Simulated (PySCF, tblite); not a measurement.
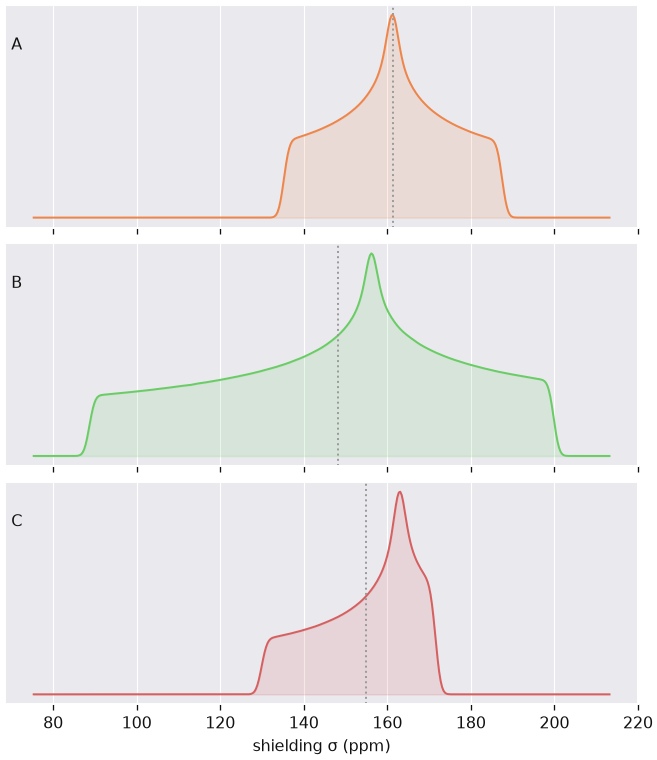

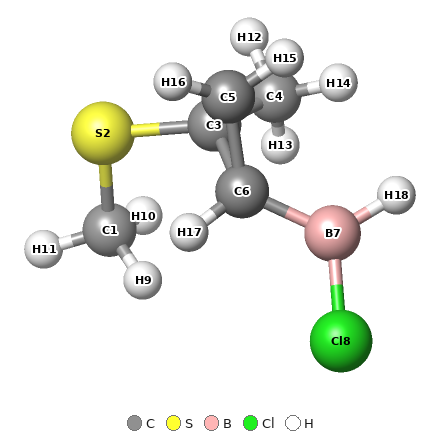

Static powder patterns (¹³C) from GIAO shielding tensors of C₅H₁₀BClS, SMILES CS[C@@]1(C)C[C@@H]1BCl, PBE0/pcSseg-1 in PySCF, at a GFN2-xTB geometry (a minimum by its frequencies); absolute shielding, one fixed geometry of the isolated molecule without any motion, no dipolar terms. The dotted line is the isotropic value; skew is 3(σiso − σ22)/span.

### The panels belong to C4, C5 and C6. Which is which?

panel A: C4, σ11, σ22, σ33 = 135, 161, 187 ppm, isotropic 161, span 52 ppm, skew 0.01; panel B: C6, σ11, σ22, σ33 = 89, 156, 200 ppm, isotropic 148, span 111 ppm, skew −0.22; panel C: C5, σ11, σ22, σ33 = 130, 163, 172 ppm, isotropic 155, span 42 ppm, skew −0.59.

Note: the tight-binding geometry is rougher than a DFT one and adds to the error; one conformer of a flexible molecule.
